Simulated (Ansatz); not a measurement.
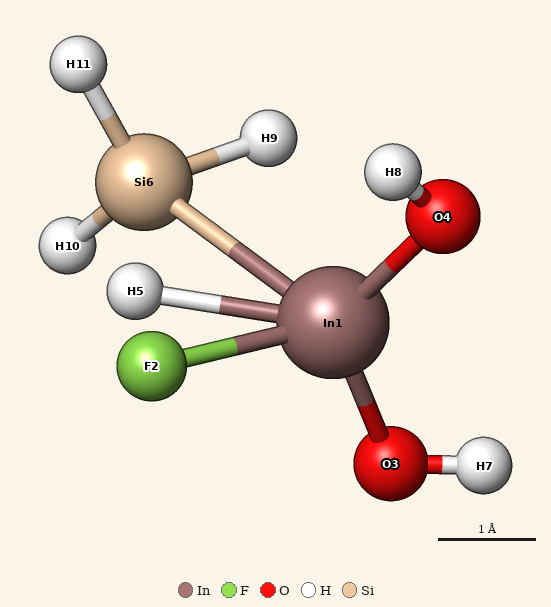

**Figure 1.** The input geometry (ball-and-stick view, seen at a tilt; atoms are numbered from 1 in the order of the input). Sticks mark near contacts. Bond lengths as drawn: F–In 2.13 Å, H–In 2.08 Å, H–O 0.96 to 0.97 Å, H–Si 1.49 to 1.51 Å, In–O 1.98 to 1.99 Å and In–Si 2.86 Å.

# Molecular dynamics of InSiH₆O₂F (part 1 of 3)

System: InSiH₆O₂F.
Method: RKS PBE0/def2-SVP (Ansatz 0.2.0).

It belongs to a series of runs on one base structure; here: dynamics from the highest image of the converged band. Figures and captions count atoms from 1; the log counts them from 0 in places.

### Log
```
Engine: ansatz 0.2.0, aarch64-unknown-linux-gnu
Functional definition: PBE0
  parameter a = 0.25
  parameter kappa = 0.804
  parameter beta = 0.06672455060314922
  exchange = (1 - a)*pbe_x(kappa = kappa, mu = beta*pi^2/3) + a*exact_x
  correlation = pbe_c(beta = beta)
1296 factors; integrals over basis functions are off by at most 2.3e-4 eV
mean field evaluation 1: about -19930.3826 eV, gradient 7.7e1 eV
mean field evaluation 2: about -19889.1583 eV, gradient 1.6e2 eV
mean field evaluation 4: about -19941.0778 eV, gradient 1.2e1 eV
mean field evaluation 8: about -19941.3535 eV, gradient 4.4e-1 eV
mean field evaluation 16: about -19941.3540 eV, gradient 2.5e-5 eV
mean field -19941.35395958 eV, -732.8312412795 hartree, gradient 2.5e-5 eV, S^2 0.000000; 0 other end points of the search recorded, 0 dependent functions left out
the calculation of the forces begins
reference -19941.35400101 eV, -732.8312428021 hartree; 33, 33 occupied and 83, 83 virtual orbitals, 1296 factors
md step     0: t =     0.00 fs  T =   300.0 K  F+E_penalty+E_count = -19941.35395958 eV  E_kin = 0.349002 eV  conserved = -19941.00495759 eV  (28 SCF iters)
these checks for a lower state are left out or cut short: starts, cluster_reference, orbital_swaps, neighbouring_geometries, increment
1296 factors; integrals over basis functions are off by at most 2.4e-4 eV
mean field -19941.35154008 eV, -732.8311523645 hartree, gradient 8.8e-6 eV, S^2 0.000000; 0 other end points of the search recorded, 0 dependent functions left out
the calculation of the forces begins
reference -19941.35158147 eV, -732.8311538855 hartree; 33, 33 occupied and 83, 83 virtual orbitals, 1296 factors
md step     1: t =     0.50 fs  T =   297.9 K  F+E_penalty+E_count = -19941.35154008 eV  E_kin = 0.346614 eV  conserved = -19941.00492597 eV  (33 SCF iters)
[... from here on the SCF iterations and repeated set-up lines of each step are left out, up to the last step ...]
md step     2: t =     1.00 fs  T =   292.3 K  F+E_penalty+E_count = -19941.34489471 eV  E_kin = 0.340056 eV  conserved = -19941.00483829 eV  (33 SCF iters)
md step     3: t =     1.50 fs  T =   284.3 K  F+E_penalty+E_count = -19941.33540660 eV  E_kin = 0.330682 eV  conserved = -19941.00472441 eV  (33 SCF iters)
md step     4: t =     2.00 fs  T =   275.3 K  F+E_penalty+E_count = -19941.32487932 eV  E_kin = 0.320260 eV  conserved = -19941.00461887 eV  (33 SCF iters)
md step     5: t =     2.50 fs  T =   266.9 K  F+E_penalty+E_count = -19941.31500513 eV  E_kin = 0.310457 eV  conserved = -19941.00454764 eV  (33 SCF iters)
md step     6: t =     3.00 fs  T =   260.0 K  F+E_penalty+E_count = -19941.30696752 eV  E_kin = 0.302450 eV  conserved = -19941.00451787 eV  (33 SCF iters)
md step     7: t =     3.50 fs  T =   255.1 K  F+E_penalty+E_count = -19941.30130498 eV  E_kin = 0.296781 eV  conserved = -19941.00452433 eV  (33 SCF iters)
md step     8: t =     4.00 fs  T =   252.2 K  F+E_penalty+E_count = -19941.29799236 eV  E_kin = 0.293436 eV  conserved = -19941.00455627 eV  (33 SCF iters)
md step     9: t =     4.50 fs  T =   251.0 K  F+E_penalty+E_count = -19941.29661915 eV  E_kin = 0.292016 eV  conserved = -19941.00460339 eV  (33 SCF iters)
md step    10: t =     5.00 fs  T =   250.9 K  F+E_penalty+E_count = -19941.29654577 eV  E_kin = 0.291884 eV  conserved = -19941.00466186 eV  (33 SCF iters)
md step    11: t =     5.50 fs  T =   251.2 K  F+E_penalty+E_count = -19941.29696831 eV  E_kin = 0.292235 eV  conserved = -19941.00473304 eV  (33 SCF iters)
md step    12: t =     6.00 fs  T =   251.1 K  F+E_penalty+E_count = -19941.29690473 eV  E_kin = 0.292086 eV  conserved = -19941.00481914 eV  (33 SCF iters)
md step    13: t =     6.50 fs  T =   249.5 K  F+E_penalty+E_count = -19941.29517000 eV  E_kin = 0.290254 eV  conserved = -19941.00491592 eV  (33 SCF iters)
md step    14: t =     7.00 fs  T =   245.4 K  F+E_penalty+E_count = -19941.29044817 eV  E_kin = 0.285442 eV  conserved = -19941.00500635 eV  (33 SCF iters)
md step    15: t =     7.50 fs  T =   237.7 K  F+E_penalty+E_count = -19941.28156067 eV  E_kin = 0.276500 eV  conserved = -19941.00506030 eV  (33 SCF iters)
md step    16: t =     8.00 fs  T =   226.0 K  F+E_penalty+E_count = -19941.26794385 eV  E_kin = 0.262907 eV  conserved = -19941.00503716 eV  (33 SCF iters)
md step    17: t =     8.50 fs  T =   210.9 K  F+E_penalty+E_count = -19941.25022092 eV  E_kin = 0.245309 eV  conserved = -19941.00491223 eV  (28 SCF iters)
md step    18: t =     9.00 fs  T =   194.1 K  F+E_penalty+E_count = -19941.23054102 eV  E_kin = 0.225843 eV  conserved = -19941.00469781 eV  (33 SCF iters)
md step    19: t =     9.50 fs  T =   178.7 K  F+E_penalty+E_count = -19941.21234125 eV  E_kin = 0.207883 eV  conserved = -19941.00445780 eV  (33 SCF iters)
md step    20: t =    10.00 fs  T =   167.7 K  F+E_penalty+E_count = -19941.19936718 eV  E_kin = 0.195081 eV  conserved = -19941.00428583 eV  (33 SCF iters)
md step    21: t =    10.50 fs  T =   163.3 K  F+E_penalty+E_count = -19941.19427198 eV  E_kin = 0.190016 eV  conserved = -19941.00425618 eV  (33 SCF iters)
md step    22: t =    11.00 fs  T =   166.0 K  F+E_penalty+E_count = -19941.19751624 eV  E_kin = 0.193138 eV  conserved = -19941.00437849 eV  (33 SCF iters)
md step    23: t =    11.50 fs  T =   174.2 K  F+E_penalty+E_count = -19941.20722651 eV  E_kin = 0.202633 eV  conserved = -19941.00459303 eV  (33 SCF iters)
md step    24: t =    12.00 fs  T =   185.0 K  F+E_penalty+E_count = -19941.22008022 eV  E_kin = 0.215270 eV  conserved = -19941.00481020 eV  (34 SCF iters)
md step    25: t =    12.50 fs  T =   195.7 K  F+E_penalty+E_count = -19941.23265343 eV  E_kin = 0.227694 eV  conserved = -19941.00495983 eV  (33 SCF iters)
md step    26: t =    13.00 fs  T =   204.2 K  F+E_penalty+E_count = -19941.24251304 eV  E_kin = 0.237498 eV  conserved = -19941.00501519 eV  (33 SCF iters)
md step    27: t =    13.50 fs  T =   209.5 K  F+E_penalty+E_count = -19941.24866643 eV  E_kin = 0.243677 eV  conserved = -19941.00498944 eV  (34 SCF iters)
md step    28: t =    14.00 fs  T =   211.9 K  F+E_penalty+E_count = -19941.25140333 eV  E_kin = 0.246488 eV  conserved = -19941.00491557 eV  (33 SCF iters)
md step    29: t =    14.50 fs  T =   212.3 K  F+E_penalty+E_count = -19941.25180496 eV  E_kin = 0.246976 eV  conserved = -19941.00482866 eV  (33 SCF iters)
md step    30: t =    15.00 fs  T =   211.8 K  F+E_penalty+E_count = -19941.25120262 eV  E_kin = 0.246449 eV  conserved = -19941.00475317 eV  (33 SCF iters)
md step    31: t =    15.50 fs  T =   211.5 K  F+E_penalty+E_count = -19941.25078409 eV  E_kin = 0.246086 eV  conserved = -19941.00469842 eV  (33 SCF iters)
md step    32: t =    16.00 fs  T =   212.1 K  F+E_penalty+E_count = -19941.25143200 eV  E_kin = 0.246773 eV  conserved = -19941.00465945 eV  (33 SCF iters)
md step    33: t =    16.50 fs  T =   214.2 K  F+E_penalty+E_count = -19941.25378134 eV  E_kin = 0.249156 eV  conserved = -19941.00462497 eV  (33 SCF iters)
md step    34: t =    17.00 fs  T =   218.2 K  F+E_penalty+E_count = -19941.25838460 eV  E_kin = 0.253797 eV  conserved = -19941.00458760 eV  (30 SCF iters)
md step    35: t =    17.50 fs  T =   224.6 K  F+E_penalty+E_count = -19941.26581850 eV  E_kin = 0.261264 eV  conserved = -19941.00455477 eV  (33 SCF iters)
md step    36: t =    18.00 fs  T =   233.8 K  F+E_penalty+E_count = -19941.27657355 eV  E_kin = 0.272020 eV  conserved = -19941.00455309 eV  (33 SCF iters)
md step    37: t =    18.50 fs  T =   245.9 K  F+E_penalty+E_count = -19941.29067593 eV  E_kin = 0.286060 eV  conserved = -19941.00461556 eV  (33 SCF iters)
md step    38: t =    19.00 fs  T =   260.0 K  F+E_penalty+E_count = -19941.30720374 eV  E_kin = 0.302441 eV  conserved = -19941.00476236 eV  (33 SCF iters)
md step    39: t =    19.50 fs  T =   274.3 K  F+E_penalty+E_count = -19941.32403167 eV  E_kin = 0.319060 eV  conserved = -19941.00497124 eV  (33 SCF iters)
md step    40: t =    20.00 fs  T =   286.3 K  F+E_penalty+E_count = -19941.33821330 eV  E_kin = 0.333049 eV  conserved = -19941.00516398 eV  (33 SCF iters)
md step    41: t =    20.50 fs  T =   293.9 K  F+E_penalty+E_count = -19941.34717244 eV  E_kin = 0.341944 eV  conserved = -19941.00522853 eV  (34 SCF iters)
md step    42: t =    21.00 fs  T =   296.8 K  F+E_penalty+E_count = -19941.35033441 eV  E_kin = 0.345248 eV  conserved = -19941.00508656 eV  (34 SCF iters)
md step    43: t =    21.50 fs  T =   296.9 K  F+E_penalty+E_count = -19941.35018096 eV  E_kin = 0.345404 eV  conserved = -19941.00477691 eV  (34 SCF iters)
md step    44: t =    22.00 fs  T =   298.3 K  F+E_penalty+E_count = -19941.35155334 eV  E_kin = 0.347078 eV  conserved = -19941.00447492 eV  (32 SCF iters)
md step    45: t =    22.50 fs  T =   304.8 K  F+E_penalty+E_count = -19941.35902019 eV  E_kin = 0.354635 eV  conserved = -19941.00438531 eV  (33 SCF iters)
md step    46: t =    23.00 fs  T =   317.5 K  F+E_penalty+E_count = -19941.37391381 eV  E_kin = 0.369341 eV  conserved = -19941.00457293 eV  (33 SCF iters)
md step    47: t =    23.50 fs  T =   333.9 K  F+E_penalty+E_count = -19941.39338104 eV  E_kin = 0.388468 eV  conserved = -19941.00491292 eV  (34 SCF iters)
md step    48: t =    24.00 fs  T =   349.8 K  F+E_penalty+E_count = -19941.41216461 eV  E_kin = 0.406955 eV  conserved = -19941.00520921 eV  (33 SCF iters)
md step    49: t =    24.50 fs  T =   361.2 K  F+E_penalty+E_count = -19941.42550866 eV  E_kin = 0.420173 eV  conserved = -19941.00533518 eV  (33 SCF iters)
md step    50: t =    25.00 fs  T =   366.1 K  F+E_penalty+E_count = -19941.43114100 eV  E_kin = 0.425864 eV  conserved = -19941.00527720 eV  (33 SCF iters)
md step    51: t =    25.50 fs  T =   364.9 K  F+E_penalty+E_count = -19941.42962396 eV  E_kin = 0.424534 eV  conserved = -19941.00508971 eV  (34 SCF iters)
md step    52: t =    26.00 fs  T =   360.0 K  F+E_penalty+E_count = -19941.42362852 eV  E_kin = 0.418787 eV  conserved = -19941.00484161 eV  (33 SCF iters)
md step    53: t =    26.50 fs  T =   354.4 K  F+E_penalty+E_count = -19941.41689175 eV  E_kin = 0.412298 eV  conserved = -19941.00459394 eV  (30 SCF iters)
md step    54: t =    27.00 fs  T =   351.4 K  F+E_penalty+E_count = -19941.41324021 eV  E_kin = 0.408844 eV  conserved = -19941.00439606 eV  (33 SCF iters)
md step    55: t =    27.50 fs  T =   353.7 K  F+E_penalty+E_count = -19941.41577623 eV  E_kin = 0.411492 eV  conserved = -19941.00428430 eV  (33 SCF iters)
md step    56: t =    28.00 fs  T =   362.7 K  F+E_penalty+E_count = -19941.42627603 eV  E_kin = 0.422000 eV  conserved = -19941.00427638 eV  (33 SCF iters)
md step    57: t =    28.50 fs  T =   378.7 K  F+E_penalty+E_count = -19941.44489091 eV  E_kin = 0.440522 eV  conserved = -19941.00436892 eV  (33 SCF iters)
md step    58: t =    29.00 fs  T =   400.3 K  F+E_penalty+E_count = -19941.47019562 eV  E_kin = 0.465655 eV  conserved = -19941.00454092 eV  (33 SCF iters)
md step    59: t =    29.50 fs  T =   425.3 K  F+E_penalty+E_count = -19941.49951279 eV  E_kin = 0.494746 eV  conserved = -19941.00476711 eV  (32 SCF iters)
md step    60: t =    30.00 fs  T =   450.7 K  F+E_penalty+E_count = -19941.52934023 eV  E_kin = 0.524317 eV  conserved = -19941.00502342 eV  (33 SCF iters)
md step    61: t =    30.50 fs  T =   473.2 K  F+E_penalty+E_count = -19941.55577968 eV  E_kin = 0.550496 eV  conserved = -19941.00528377 eV  (33 SCF iters)
md step    62: t =    31.00 fs  T =   489.6 K  F+E_penalty+E_count = -19941.57502967 eV  E_kin = 0.569530 eV  conserved = -19941.00549928 eV  (33 SCF iters)
md step    63: t =    31.50 fs  T =   497.4 K  F+E_penalty+E_count = -19941.58419681 eV  E_kin = 0.578612 eV  conserved = -19941.00558445 eV  (33 SCF iters)
md step    64: t =    32.00 fs  T =   496.1 K  F+E_penalty+E_count = -19941.58260182 eV  E_kin = 0.577166 eV  conserved = -19941.00543600 eV  (33 SCF iters)
md step    65: t =    32.50 fs  T =   488.4 K  F+E_penalty+E_count = -19941.57323133 eV  E_kin = 0.568219 eV  conserved = -19941.00501230 eV  (33 SCF iters)
md step    66: t =    33.00 fs  T =   480.2 K  F+E_penalty+E_count = -19941.56310703 eV  E_kin = 0.558658 eV  conserved = -19941.00444921 eV  (33 SCF iters)
md step    67: t =    33.50 fs  T =   478.8 K  F+E_penalty+E_count = -19941.56104957 eV  E_kin = 0.556994 eV  conserved = -19941.00405549 eV  (33 SCF iters)
md step    68: t =    34.00 fs  T =   489.1 K  F+E_penalty+E_count = -19941.57306666 eV  E_kin = 0.568968 eV  conserved = -19941.00409850 eV  (34 SCF iters)
md step    69: t =    34.50 fs  T =   510.6 K  F+E_penalty+E_count = -19941.59850657 eV  E_kin = 0.593956 eV  conserved = -19941.00455051 eV  (33 SCF iters)
md step    70: t =    35.00 fs  T =   537.6 K  F+E_penalty+E_count = -19941.63047580 eV  E_kin = 0.625365 eV  conserved = -19941.00511113 eV  (33 SCF iters)
md step    71: t =    35.50 fs  T =   562.8 K  F+E_penalty+E_count = -19941.66020989 eV  E_kin = 0.654729 eV  conserved = -19941.00548084 eV  (32 SCF iters)
md step    72: t =    36.00 fs  T =   581.1 K  F+E_penalty+E_count = -19941.68159569 eV  E_kin = 0.676037 eV  conserved = -19941.00555841 eV  (30 SCF iters)
md step    73: t =    36.50 fs  T =   591.0 K  F+E_penalty+E_count = -19941.69291761 eV  E_kin = 0.687503 eV  conserved = -19941.00541509 eV  (32 SCF iters)
md step    74: t =    37.00 fs  T =   593.8 K  F+E_penalty+E_count = -19941.69599490 eV  E_kin = 0.690824 eV  conserved = -19941.00517082 eV  (33 SCF iters)
md step    75: t =    37.50 fs  T =   592.7 K  F+E_penalty+E_count = -19941.69443174 eV  E_kin = 0.689520 eV  conserved = -19941.00491204 eV  (33 SCF iters)
md step    76: t =    38.00 fs  T =   591.0 K  F+E_penalty+E_count = -19941.69223244 eV  E_kin = 0.687549 eV  conserved = -19941.00468341 eV  (33 SCF iters)
md step    77: t =    38.50 fs  T =   591.8 K  F+E_penalty+E_count = -19941.69301461 eV  E_kin = 0.688506 eV  conserved = -19941.00450893 eV  (33 SCF iters)
md step    78: t =    39.00 fs  T =   597.5 K  F+E_penalty+E_count = -19941.69952855 eV  E_kin = 0.695108 eV  conserved = -19941.00442040 eV  (33 SCF iters)
md step    79: t =    39.50 fs  T =   609.2 K  F+E_penalty+E_count = -19941.71313491 eV  E_kin = 0.708675 eV  conserved = -19941.00445942 eV  (33 SCF iters)
md step    80: t =    40.00 fs  T =   626.2 K  F+E_penalty+E_count = -19941.73316927 eV  E_kin = 0.728502 eV  conserved = -19941.00466759 eV  (33 SCF iters)
md step    81: t =    40.50 fs  T =   645.9 K  F+E_penalty+E_count = -19941.75641416 eV  E_kin = 0.751371 eV  conserved = -19941.00504287 eV  (33 SCF iters)
md step    82: t =    41.00 fs  T =   663.4 K  F+E_penalty+E_count = -19941.77729114 eV  E_kin = 0.771806 eV  conserved = -19941.00548563 eV  (33 SCF iters)
md step    83: t =    41.50 fs  T =   673.8 K  F+E_penalty+E_count = -19941.78956647 eV  E_kin = 0.783803 eV  conserved = -19941.00576349 eV  (33 SCF iters)
md step    84: t =    42.00 fs  T =   674.2 K  F+E_penalty+E_count = -19941.78992476 eV  E_kin = 0.784333 eV  conserved = -19941.00559141 eV  (32 SCF iters)
md step    85: t =    42.50 fs  T =   668.0 K  F+E_penalty+E_count = -19941.78198311 eV  E_kin = 0.777086 eV  conserved = -19941.00489683 eV  (32 SCF iters)
md step    86: t =    43.00 fs  T =   664.3 K  F+E_penalty+E_count = -19941.77683578 eV  E_kin = 0.772750 eV  conserved = -19941.00408592 eV  (33 SCF iters)
md step    87: t =    43.50 fs  T =   673.0 K  F+E_penalty+E_count = -19941.78672135 eV  E_kin = 0.782874 eV  conserved = -19941.00384784 eV  (33 SCF iters)
md step    88: t =    44.00 fs  T =   696.8 K  F+E_penalty+E_count = -19941.81509697 eV  E_kin = 0.810638 eV  conserved = -19941.00445925 eV  (33 SCF iters)
md step    89: t =    44.50 fs  T =   728.4 K  F+E_penalty+E_count = -19941.85279689 eV  E_kin = 0.847343 eV  conserved = -19941.00545422 eV  (32 SCF iters)
md step    90: t =    45.00 fs  T =   755.2 K  F+E_penalty+E_count = -19941.88471862 eV  E_kin = 0.878577 eV  conserved = -19941.00614128 eV  (32 SCF iters)
md step    91: t =    45.50 fs  T =   768.3 K  F+E_penalty+E_count = -19941.89999958 eV  E_kin = 0.893781 eV  conserved = -19941.00621845 eV  (28 SCF iters)
md step    92: t =    46.00 fs  T =   766.0 K  F+E_penalty+E_count = -19941.89693536 eV  E_kin = 0.891122 eV  conserved = -19941.00581332 eV  (32 SCF iters)
md step    93: t =    46.50 fs  T =   753.2 K  F+E_penalty+E_count = -19941.88147201 eV  E_kin = 0.876266 eV  conserved = -19941.00520564 eV  (32 SCF iters)
md step    94: t =    47.00 fs  T =   737.9 K  F+E_penalty+E_count = -19941.86305744 eV  E_kin = 0.858432 eV  conserved = -19941.00462592 eV  (32 SCF iters)
md step    95: t =    47.50 fs  T =   727.8 K  F+E_penalty+E_count = -19941.85094131 eV  E_kin = 0.846725 eV  conserved = -19941.00421623 eV  (32 SCF iters)
md step    96: t =    48.00 fs  T =   728.7 K  F+E_penalty+E_count = -19941.85173421 eV  E_kin = 0.847670 eV  conserved = -19941.00406404 eV  (32 SCF iters)
md step    97: t =    48.50 fs  T =   742.4 K  F+E_penalty+E_count = -19941.86790440 eV  E_kin = 0.863684 eV  conserved = -19941.00422089 eV  (33 SCF iters)
md step    98: t =    49.00 fs  T =   767.0 K  F+E_penalty+E_count = -19941.89696524 eV  E_kin = 0.892280 eV  conserved = -19941.00468503 eV  (33 SCF iters)
md step    99: t =    49.50 fs  T =   796.2 K  F+E_penalty+E_count = -19941.93163257 eV  E_kin = 0.926285 eV  conserved = -19941.00534777 eV  (33 SCF iters)
md step   100: t =    50.00 fs  T =   821.6 K  F+E_penalty+E_count = -19941.96172473 eV  E_kin = 0.955786 eV  conserved = -19941.00593896 eV  (33 SCF iters)
md step   101: t =    50.50 fs  T =   835.9 K  F+E_penalty+E_count = -19941.97845215 eV  E_kin = 0.972379 eV  conserved = -19941.00607282 eV  (32 SCF iters)
md step   102: t =    51.00 fs  T =   837.8 K  F+E_penalty+E_count = -19941.98014093 eV  E_kin = 0.974631 eV  conserved = -19941.00551032 eV  (33 SCF iters)
md step   103: t =    51.50 fs  T =   834.5 K  F+E_penalty+E_count = -19941.97534860 eV  E_kin = 0.970802 eV  conserved = -19941.00454651 eV  (33 SCF iters)
md step   104: t =    52.00 fs  T =   837.4 K  F+E_penalty+E_count = -19941.97811820 eV  E_kin = 0.974126 eV  conserved = -19941.00399259 eV  (33 SCF iters)
md step   105: t =    52.50 fs  T =   852.6 K  F+E_penalty+E_count = -19941.99631256 eV  E_kin = 0.991904 eV  conserved = -19941.00440869 eV  (33 SCF iters)
md step   106: t =    53.00 fs  T =   875.4 K  F+E_penalty+E_count = -19942.02383234 eV  E_kin = 1.018388 eV  conserved = -19941.00544454 eV  (32 SCF iters)
md step   107: t =    53.50 fs  T =   893.3 K  F+E_penalty+E_count = -19942.04553013 eV  E_kin = 1.039266 eV  conserved = -19941.00626462 eV  (32 SCF iters)
```
